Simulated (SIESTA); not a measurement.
Band structure of Si2Ni (Fm-3m, 3 atoms in the cell).

```
CELL_PARAMETERS angstrom
      0.00000     2.69315     2.69315
      2.69315     0.00000     2.69315
      2.69315     2.69315     0.00000
ATOMIC_POSITIONS crystal
  Si 0.25000 0.25000 0.25000
  Si 0.75000 0.75000 0.75000
  Ni 0.00000 0.00000 0.00000
```

Level of theory: GGA PBE, numerical atomic orbitals DZP, PseudoDojo PBE standard norm-conserving potentials (rewritten from UPF to PSML) (SIESTA).

Settings: XC.functional = GGA; XC.authors = PBE; potentials = PseudoDojo PBE standard; PAO.BasisSize = DZP; PAO.EnergyShift = 0.01 Ry; MeshCutoff = 350 Ry; kgrid.MonkhorstPack = 9 9 9; OccupationFunction = MP; OccupationMPOrder = 0; ElectronicTemperature = 0.1 eV; MaxSCFIterations = 150; SCF.Mixer.Method = Pulay; SCF.Mixer.Weight = 0.2; SCF.Mixer.History = 6.

The starting cell comes from a database of computed structures (which also holds hypothetical and non-ambient phases and stackings), without a prior relaxation at this level. Spin polarisation is off. Values carry the incompleteness of an atom-centred basis.

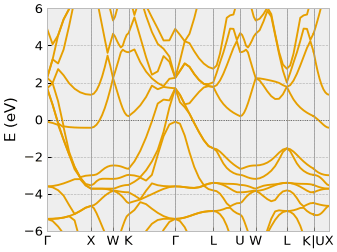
Bands along the path, energies from the Fermi level.

Levels in eV from the Fermi level, bands 10 to 15:
```
point     10     11     12     13     14    15
-----  -----  -----  -----  -----  -----  ----
Γ      -3.60  -0.12   1.69   1.69   1.69  2.25
X      -3.72  -3.72  -3.55  -3.00  -0.44  1.34
W      -3.84  -3.72  -3.20  -2.47   2.23  2.23
K      -3.92  -3.52  -2.98  -2.65   0.18  3.63
L      -3.41  -3.41  -1.55  -1.55   1.77  1.77
U      -3.92  -3.52  -2.98  -2.65   0.18  3.63
```

Bands cross the Fermi level along this path, so the cell is metallic at this level.

Higher empty bands are left out: an atom-centred basis made for the valence describes them poorly.
